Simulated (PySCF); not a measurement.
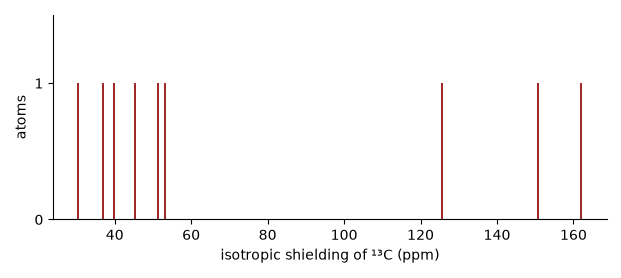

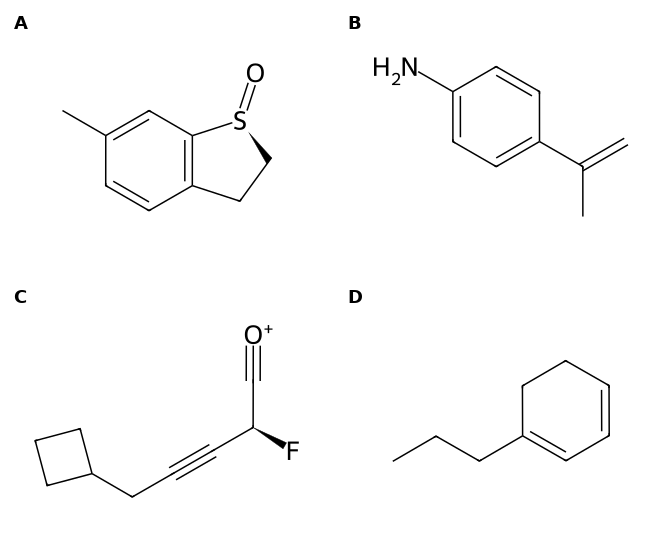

The sticks are computed shieldings of one of the molecules, for one fixed geometry (PBE0-D3(BJ)/def2-SVP) without averaging over rotations. Low shielding means a high chemical shift. Method: GIAO PBE0/pcSseg-1 NMR shielding, non-relativistic, IEF-PCM tetrahydrofuran (PySCF 2.14.0).

Match the spectrum to a structure.

A, `Cc1ccc2c(c1)[S@@](=O)CC2`. Its 9 C atoms give lines at 30.5, 36.8, 39.7, 45.2, 51.4, 53.2, 125.6, 150.6, 162.1 ppm.
